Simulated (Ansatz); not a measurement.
# AlCl2H3O: two geometries relaxed, part 2 of 2

Aim: relax the geometries before and after the reaction (ligand exchange), and see whether they are two minima and how far apart in energy. Meant to form: Al1–O5, H7–Cl2; to break: Al1–Cl2, H7–O5. The start is a guess near the saddle point, from which both ends are pulled out.

Ansatz 0.2.0; RKS PBE0-D4/6-31G*.

### 4 A restrained relaxation towards end B

Springs on the bonds that form and break draw the guess towards this end; the thresholds are loose.

File input.yaml:

```yaml
crystal:
  periodic: [false, false, false]
  atoms:
    - { symbol: Al, position_ang: [0.0, 0.0, 0.0] }
    - { symbol: Cl, position_ang: [0.0, 0.0, 2.58] }
    - { symbol: Cl, position_ang: [1.9312, 0.0, -1.115] }
    - { symbol: H, position_ang: [-1.351, 0.0, -0.78] }
    - { symbol: O, position_ang: [0.4375, -1.9248, 0.6559] }
    - { symbol: H, position_ang: [-0.1954, -2.5811, 0.2213] }
    - { symbol: H, position_ang: [0.3128, -1.3761, 1.8287] }
basis:
  gaussian: { orbitals: "6-31G*" }
hamiltonian:
  xc: pbe0
  dispersion: d4
relax:
  f_tol: 0.15
  max_steps: 25
  restrain:
    - { distance: [0, 4], at: 1.78, k: 30.0 }
    - { distance: [6, 1], at: 1.37, k: 30.0 }
    - { distance: [0, 1], at: 3.43, k: 30.0 }
    - { distance: [6, 4], at: 2.21, k: 30.0 }
output:
  orbitals: {}
```

Launch:

```bash
> ansatz run input.yaml --threads 1 --pin off --max-ram 2048MiB --backend cpu --events-out ev --progress --plain --runs-dir out
```

The log of the run:

```text
Warning: RAYON_NUM_THREADS=1 ignored (pool sized by the plan → 1); use --threads N
The last accepted step is kept in <dir> (removed where the run ends without a failure and the disk answers)
Engine: ansatz 0.2.0, aarch64-unknown-linux-gnu
Functional definition: PBE0
  parameter a = 0.25
  parameter kappa = 0.804
  parameter beta = 0.06672455060314922
  exchange = (1 - a)*pbe_x(kappa = kappa, mu = beta*pi^2/3) + a*exact_x
  correlation = pbe_c(beta = beta)
783 factors; integrals over basis functions are off by at most 5.7e-4 eV
mean field evaluation 1: about -33721.4840 eV, gradient 4.5e1 eV
mean field evaluation 2: about -33713.3567 eV, gradient 7.9e1 eV
mean field evaluation 4: about -33725.4340 eV, gradient 2.8e0 eV
mean field evaluation 8: about -33725.4709 eV, gradient 9.3e-2 eV
mean field evaluation 16: about -33725.4709 eV, gradient 8.1e-6 eV
mean field -33725.47093045 eV, -1239.3881967487 hartree, gradient 8.1e-6 eV, S^2 0.000000; 0 other end points of the search recorded, 0 dependent functions left out
the calculation of the forces begins
reference -33725.47096061 eV, -1239.3881978572 hartree; 29, 29 occupied and 49, 49 virtual orbitals, 783 factors
relax step   1: F+E_penalty+E_count = -33725.60325380 eV  Δ(F+E_penalty+E_count) = +0.000e0 eV  max|allowed force component| = 2.823e0 eV/Å  E_restraint = 25.37208311 eV  max|allowed force component, restraints' pulls added| = 2.732e1 eV/Å  Δτ_max = 0.0000 Å  (26 SCF iters, accepted)
  distance Al 0 - O 4 = 2.0800 Å
  distance H 6 - Cl 1 = 1.5987 Å
  distance Al 0 - Cl 1 = 2.5800 Å
  distance H 6 - O 4 = 1.3008 Å
these checks for a lower state are left out or cut short: starts, cluster_reference, orbital_swaps, neighbouring_geometries, increment
783 factors; integrals over basis functions are off by at most 6.1e-4 eV
mean field -33725.28058210 eV, -1239.3812015761 hartree, gradient 7.1e-6 eV, S^2 0.000000; 0 other end points of the search recorded, 0 dependent functions left out
the calculation of the forces begins
reference -33725.28061293 eV, -1239.3812027090 hartree; 29, 29 occupied and 49, 49 virtual orbitals, 783 factors
relax step   2: F+E_penalty+E_count = -33725.41038566 eV  Δ(F+E_penalty+E_count) = +1.929e-1 eV  max|allowed force component| = 3.358e0 eV/Å  E_restraint = 10.05855767 eV  max|allowed force component, restraints' pulls added| = 1.846e1 eV/Å  Δτ_max = 0.1950 Å  (32 SCF iters, accepted)
  distance Al 0 - O 4 = 1.9639 Å
  distance H 6 - Cl 1 = 1.5035 Å
  distance Al 0 - Cl 1 = 2.9256 Å
  distance H 6 - O 4 = 1.6063 Å
these checks for a lower state are left out or cut short: starts, cluster_reference, orbital_swaps, neighbouring_geometries, increment
783 factors; integrals over basis functions are off by at most 6.9e-4 eV
mean field evaluation 32: about -33725.5314 eV, gradient 8.4e-6 eV
mean field -33725.53136463 eV, -1239.3904176641 hartree, gradient 8.4e-6 eV, S^2 0.000000; 0 other end points of the search recorded, 0 dependent functions left out
the calculation of the forces begins
reference -33725.53139570 eV, -1239.3904188056 hartree; 29, 29 occupied and 49, 49 virtual orbitals, 783 factors
relax step   3: F+E_penalty+E_count = -33725.65850502 eV  Δ(F+E_penalty+E_count) = -2.481e-1 eV  max|allowed force component| = 3.176e0 eV/Å  E_restraint = 2.12490473 eV  max|allowed force component, restraints' pulls added| = 8.178e0 eV/Å  Δτ_max = 0.1948 Å  (32 SCF iters, accepted)
  distance Al 0 - O 4 = 1.8426 Å
  distance H 6 - Cl 1 = 1.3853 Å
  distance Al 0 - Cl 1 = 3.1763 Å
  distance H 6 - O 4 = 1.9396 Å
these checks for a lower state are left out or cut short: starts, cluster_reference, orbital_swaps, neighbouring_geometries, increment
783 factors; integrals over basis functions are off by at most 6.8e-4 eV
mean field -33725.95235766 eV, -1239.4058888725 hartree, gradient 1.2e-5 eV, S^2 0.000000; 0 other end points of the search recorded, 0 dependent functions left out
the calculation of the forces begins
reference -33725.95238895 eV, -1239.4058900224 hartree; 29, 29 occupied and 49, 49 virtual orbitals, 783 factors
relax step   4: F+E_penalty+E_count = -33726.07531324 eV  Δ(F+E_penalty+E_count) = -4.168e-1 eV  max|allowed force component| = 1.404e0 eV/Å  E_restraint = 0.07351223 eV  max|allowed force component, restraints' pulls added| = 1.199e0 eV/Å  Δτ_max = 0.1946 Å  (27 SCF iters, accepted)
  distance Al 0 - O 4 = 1.7454 Å
  distance H 6 - Cl 1 = 1.3228 Å
  distance Al 0 - Cl 1 = 3.4022 Å
  distance H 6 - O 4 = 2.1834 Å
these checks for a lower state are left out or cut short: starts, cluster_reference, orbital_swaps, neighbouring_geometries, increment
783 factors; integrals over basis functions are off by at most 7.2e-4 eV
mean field -33726.13019705 eV, -1239.4124243494 hartree, gradient 2.3e-5 eV, S^2 0.000000; 0 other end points of the search recorded, 0 dependent functions left out
the calculation of the forces begins
reference -33726.13022839 eV, -1239.4124255011 hartree; 29, 29 occupied and 49, 49 virtual orbitals, 783 factors
relax step   5: F+E_penalty+E_count = -33726.25157989 eV  Δ(F+E_penalty+E_count) = -1.763e-1 eV  max|allowed force component| = 1.230e0 eV/Å  E_restraint = 0.01286455 eV  max|allowed force component, restraints' pulls added| = 6.555e-1 eV/Å  Δτ_max = 0.1961 Å  (27 SCF iters, accepted)
  distance Al 0 - O 4 = 1.7662 Å
  distance H 6 - Cl 1 = 1.3469 Å
  distance Al 0 - Cl 1 = 3.4397 Å
  distance H 6 - O 4 = 2.2035 Å
these checks for a lower state are left out or cut short: starts, cluster_reference, orbital_swaps, neighbouring_geometries, increment
783 factors; integrals over basis functions are off by at most 6.8e-4 eV
mean field -33726.18768527 eV, -1239.4145370027 hartree, gradient 1.3e-5 eV, S^2 0.000000; 0 other end points of the search recorded, 0 dependent functions left out
the calculation of the forces begins
reference -33726.18771671 eV, -1239.4145381580 hartree; 29, 29 occupied and 49, 49 virtual orbitals, 783 factors
relax step   6: F+E_penalty+E_count = -33726.30930588 eV  Δ(F+E_penalty+E_count) = -5.773e-2 eV  max|allowed force component| = 9.786e-1 eV/Å  E_restraint = 0.02705540 eV  max|allowed force component, restraints' pulls added| = 2.612e-1 eV/Å  Δτ_max = 0.0916 Å  (28 SCF iters, accepted)
  distance Al 0 - O 4 = 1.7557 Å
  distance H 6 - Cl 1 = 1.3354 Å
  distance Al 0 - Cl 1 = 3.4336 Å
  distance H 6 - O 4 = 2.2117 Å
these checks for a lower state are left out or cut short: starts, cluster_reference, orbital_swaps, neighbouring_geometries, increment
783 factors; integrals over basis functions are off by at most 7.2e-4 eV
mean field -33726.19877211 eV, -1239.4149444364 hartree, gradient 1.1e-5 eV, S^2 0.000000; 0 other end points of the search recorded, 0 dependent functions left out
the calculation of the forces begins
reference -33726.19880352 eV, -1239.4149455907 hartree; 29, 29 occupied and 49, 49 virtual orbitals, 783 factors
relax step   7: F+E_penalty+E_count = -33726.32127645 eV  Δ(F+E_penalty+E_count) = -1.197e-2 eV  max|allowed force component| = 9.793e-1 eV/Å  E_restraint = 0.02966260 eV  max|allowed force component, restraints' pulls added| = 1.813e-1 eV/Å  Δτ_max = 0.0583 Å  (27 SCF iters, accepted)
  distance Al 0 - O 4 = 1.7539 Å
  distance H 6 - Cl 1 = 1.3341 Å
  distance Al 0 - Cl 1 = 3.4298 Å
  distance H 6 - O 4 = 2.2080 Å
these checks for a lower state are left out or cut short: starts, cluster_reference, orbital_swaps, neighbouring_geometries, increment
783 factors; integrals over basis functions are off by at most 6.9e-4 eV
mean field evaluation 64: about -33726.2079 eV, gradient 4.1e-5 eV
mean field -33726.20792144 eV, -1239.4152806682 hartree, gradient 1.1e-5 eV, S^2 0.000000; 0 other end points of the search recorded, 0 dependent functions left out
the calculation of the forces begins
reference -33726.20795275 eV, -1239.4152818186 hartree; 29, 29 occupied and 49, 49 virtual orbitals, 783 factors
relax step   8: F+E_penalty+E_count = -33726.33172373 eV  Δ(F+E_penalty+E_count) = -1.045e-2 eV  max|allowed force component| = 1.035e0 eV/Å  E_restraint = 0.02917081 eV  max|allowed force component, restraints' pulls added| = 2.664e-1 eV/Å  Δτ_max = 0.1218 Å  (28 SCF iters, accepted)
  distance Al 0 - O 4 = 1.7510 Å
  distance H 6 - Cl 1 = 1.3368 Å
  distance Al 0 - Cl 1 = 3.4284 Å
  distance H 6 - O 4 = 2.2107 Å
these checks for a lower state are left out or cut short: starts, cluster_reference, orbital_swaps, neighbouring_geometries, increment
783 factors; integrals over basis functions are off by at most 7.1e-4 eV
mean field -33726.20957409 eV, -1239.4153414019 hartree, gradient 1.1e-5 eV, S^2 0.000000; 0 other end points of the search recorded, 0 dependent functions left out
the calculation of the forces begins
reference -33726.20960535 eV, -1239.4153425507 hartree; 29, 29 occupied and 49, 49 virtual orbitals, 783 factors
relax step   9: F+E_penalty+E_count = -33726.33423039 eV  Δ(F+E_penalty+E_count) = -2.507e-3 eV  max|allowed force component| = 1.047e0 eV/Å  E_restraint = 0.02876457 eV  max|allowed force component, restraints' pulls added| = 2.585e-1 eV/Å  Δτ_max = 0.1260 Å  (27 SCF iters, accepted)
  distance Al 0 - O 4 = 1.7511 Å
  distance H 6 - Cl 1 = 1.3372 Å
  distance Al 0 - Cl 1 = 3.4315 Å
  distance H 6 - O 4 = 2.2090 Å
these checks for a lower state are left out or cut short: starts, cluster_reference, orbital_swaps, neighbouring_geometries, increment
783 factors; integrals over basis functions are off by at most 7.1e-4 eV
mean field -33726.21357699 eV, -1239.4154885059 hartree, gradient 8.0e-6 eV, S^2 0.000000; 0 other end points of the search recorded, 0 dependent functions left out
the calculation of the forces begins
reference -33726.21360819 eV, -1239.4154896524 hartree; 29, 29 occupied and 49, 49 virtual orbitals, 783 factors
relax step  10: F+E_penalty+E_count = -33726.33865054 eV  Δ(F+E_penalty+E_count) = -4.420e-3 eV  max|allowed force component| = 9.846e-1 eV/Å  E_restraint = 0.02963375 eV  max|allowed force component, restraints' pulls added| = 4.094e-2 eV/Å  Δτ_max = 0.0301 Å  (28 SCF iters, accepted)
  distance Al 0 - O 4 = 1.7543 Å
  distance H 6 - Cl 1 = 1.3344 Å
  distance Al 0 - Cl 1 = 3.4270 Å
  distance H 6 - O 4 = 2.2038 Å
783 factors; integrals over basis functions are off by at most 7.1e-4 eV
mean field evaluation 96: about -33726.2136 eV, gradient 1.9e-4 eV
mean field -33726.21357699 eV, -1239.4154885059 hartree, gradient 8.0e-6 eV, S^2 0.000000; 1 other end points of the search recorded, 0 dependent functions left out
the calculation of the forces begins
reference -33726.21360819 eV, -1239.4154896524 hartree; 29, 29 occupied and 49, 49 virtual orbitals, 783 factors
Total energy: -33726.33868174 eV, -1239.4200860205 hartree
Atom 0 at     0.104808    -0.512745    -0.522680 Å, force     0.031782    -0.686440     0.454237 eV/Å
Atom 1 at     0.173289    -0.024537     2.868687 Å, force     0.273085    -0.984569    -0.528778 eV/Å
Atom 2 at     1.895215     0.500005    -0.878085 Å, force     0.026356     0.023411    -0.005223 eV/Å
Atom 3 at    -1.281591     0.000044    -1.071107 Å, force     0.020537    -0.001150     0.005015 eV/Å
Atom 4 at     0.266337    -2.047233     0.312124 Å, force    -0.070525     0.740748    -0.220725 eV/Å
Atom 5 at    -0.526495    -2.596215     0.348697 Å, force     0.011125     0.000861     0.008049 eV/Å
Atom 6 at     0.503537    -1.201319     2.333265 Å, force    -0.292362     0.907140     0.287425 eV/Å
Dipole moment:    -0.469769    -0.433688    -0.146209 e Å
```

Run time: 35 s. Hardware: 1 thread of Arm Neoverse V2, shared host; peak memory 0.16 GiB.

Step by step:

```tsv
step	energy from step 1 (eV)	largest force component (eV/Å)
1	0.0000	2.8227
2	0.1929	3.3584
3	-0.0553	3.1761
4	-0.4721	1.4042
5	-0.6483	1.2302
6	-0.7061	0.9786
7	-0.7180	0.9793
8	-0.7285	1.0347
9	-0.7310	1.0473
10	-0.7354	0.9846
```

Step 1 is the start. Energies and forces in the table leave out the springs, which the log lists apart; the run stops on the force with the springs' pull added.

After: Bond lengths: Al1–Cl3 2.087 Å, Al1–H4 1.577 Å, Al1–O5 1.754 Å, O5–H6 0.965 Å, Cl2–H7 1.334 Å. Angles: Cl3–Al1–H4 122.5°, Cl3–Al1–O5 115.2°, H4–Al1–O5 122.1°, Al1–O5–H6 116.1°.

Pairs that crossed the distance rule for bonds on the way: came closer Cl2–H7; moved apart Al1–Cl2.

### 5 End point B

It starts where the restrained run ended.

File input.yaml:

```yaml
crystal:
  periodic: [false, false, false]
  atoms:
    - { symbol: Al, position_ang: [0.104808, -0.512745, -0.52268] }
    - { symbol: Cl, position_ang: [0.173289, -0.024537, 2.868687] }
    - { symbol: Cl, position_ang: [1.895215, 0.500005, -0.878085] }
    - { symbol: H, position_ang: [-1.281591, 4.4e-05, -1.071107] }
    - { symbol: O, position_ang: [0.266337, -2.047233, 0.312124] }
    - { symbol: H, position_ang: [-0.526495, -2.596215, 0.348697] }
    - { symbol: H, position_ang: [0.503537, -1.201319, 2.333265] }
basis:
  gaussian: { orbitals: "6-31G*" }
hamiltonian:
  xc: pbe0
  dispersion: d4
relax:
  f_tol: 0.03
  max_steps: 50
```

Launch:

```bash
> ansatz run input.yaml --threads 1 --pin off --max-ram 2048MiB --backend cpu --events-out ev --progress --plain --runs-dir out
```

The log of the run (excerpt; [...] marks lines left out):

```text
Warning: RAYON_NUM_THREADS=1 ignored (pool sized by the plan → 1); use --threads N
[...]
Functional definition: PBE0
[...]
787 factors; integrals over basis functions are off by at most 4.2e-4 eV
[...]
mean field -33726.21359825 eV, -1239.4154892869 hartree, gradient 3.4e-5 eV, S^2 0.000000; 0 other end points of the search recorded, 0 dependent functions left out
[...]
reference -33726.21362949 eV, -1239.4154904352 hartree; 29, 29 occupied and 49, 49 virtual orbitals, 787 factors
relax step   1: F+E_penalty+E_count = -33726.33867180 eV  Δ(F+E_penalty+E_count) = +0.000e0 eV  max|allowed force component| = 9.845e-1 eV/Å  Δτ_max = 0.0000 Å  (25 SCF iters, accepted)
[...]
relax step   5: F+E_penalty+E_count = -33726.48476451 eV  Δ(F+E_penalty+E_count) = +1.127e-2 eV  max|allowed force component| = 8.980e-1 eV/Å  Δτ_max = 0.1957 Å  (28 SCF iters, rejected (line search))
[...]
mean field -33727.63494126 eV, -1239.4677226792 hartree, gradient 4.5e-6 eV, S^2 0.000000; 1 other end points of the search recorded, 0 dependent functions left out
[...]
reference -33727.63497138 eV, -1239.4677237862 hartree; 29, 29 occupied and 49, 49 virtual orbitals, 787 factors
Total energy: -33727.77195349 eV, -1239.4727577857 hartree
Atom 0 at     0.133915    -0.070763     0.161654 Å, force     0.002148     0.012070     0.011496 eV/Å
Atom 1 at     0.062584     0.583394     2.197308 Å, force     0.000681     0.003226    -0.006657 eV/Å
Atom 2 at     1.940716     0.343715    -0.853923 Å, force     0.000213     0.002598     0.001316 eV/Å
Atom 3 at    -1.217287    -0.096636    -0.659408 Å, force     0.000276    -0.003403    -0.001784 eV/Å
Atom 4 at     0.293496    -2.000563     0.622888 Å, force    -0.005745    -0.018707    -0.003556 eV/Å
Atom 5 at    -0.465695    -2.532803     0.337345 Å, force    -0.001239    -0.000061     0.001400 eV/Å
Atom 6 at     0.387371    -2.108344     1.585038 Å, force     0.003665     0.004277    -0.002214 eV/Å
Dipole moment:    -0.456713    -1.103498     0.190699 e Å
```

It took 65 s on 1 thread of Arm Neoverse V2, shared host; peak memory 0.16 GiB.

The steps of the relaxation:

```tsv
step	energy from step 1 (eV)	largest force component (eV/Å)
1	0.0000	0.9846
2	-0.0723	0.3475
3	-0.1077	0.3610
4	-0.1574	0.4914
5x	-0.1461	0.8980
6	-0.1985	0.3204
7	-0.2064	1.0450
8	-0.2745	0.6630
9	-0.4032	1.1040
10	-0.7106	1.6880
11	-0.9169	4.4808
12	-1.2757	1.5790
13	-1.3596	1.4615
14x	-1.3494	1.0615
15	-1.4223	0.1442
16x	-1.4042	0.3495
17	-1.4302	0.0761
18	-1.4329	0.0418
19	-1.4333	0.0187
```

Step 1 is the start. 3 steps were tried and not accepted (5, 14, 16; marked x where the table lists them).

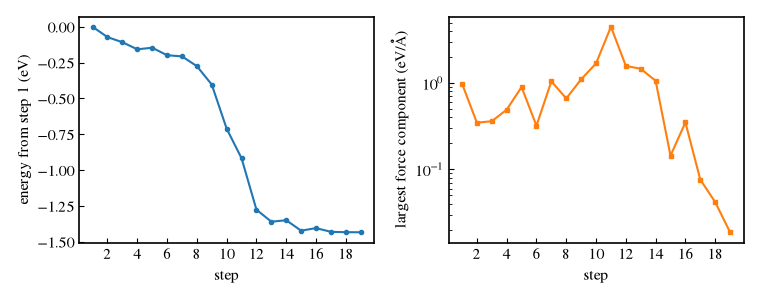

Energy and largest force along the relaxation.

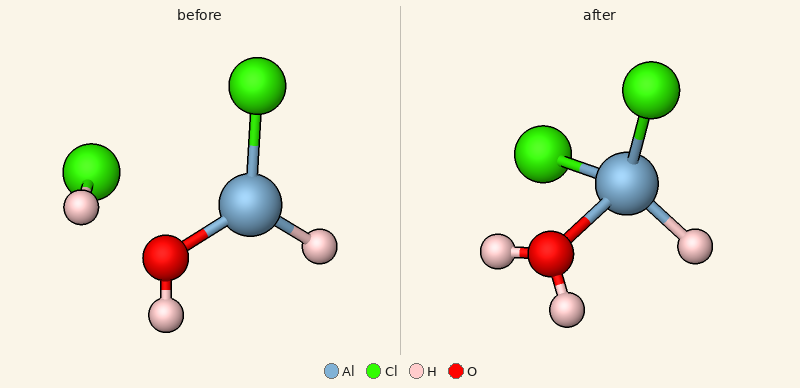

Before and after, at one scale.

After: Bond lengths: Al1–Cl2 2.139 Å, Al1–Cl3 2.114 Å, Al1–H4 1.581 Å, Al1–O5 1.991 Å, O5–H6 0.970 Å, O5–H7 0.973 Å. Angles: Cl2–Al1–Cl3 115.2°, Cl2–Al1–H4 118.1°, Cl2–Al1–O5 94.5°, Cl3–Al1–H4 119.0°, Cl3–Al1–O5 103.5°, H4–Al1–O5 100.0°, Al1–O5–H6 113.6°, Al1–O5–H7 110.1°, H6–O5–H7 107.8°.

Pairs that crossed the distance rule for bonds on the way: came closer Al1–Cl2, O5–H7; moved apart Cl2–H7.

### 6 Results

This closing draws on all 2 parts.

```
                           quantity                     value
                              end A   8 moves, 0.842 eV lower
                              end B  15 moves, 1.433 eV lower
largest difference between the ends                    0.02 Å
            end B relative to end A                 +0.000 eV
```

What this shows: Both starts fell into the same minimum (no atom differs by more than 0.02 Å), so from this start no second minimum was found and no band was run; another arrangement could still be one.
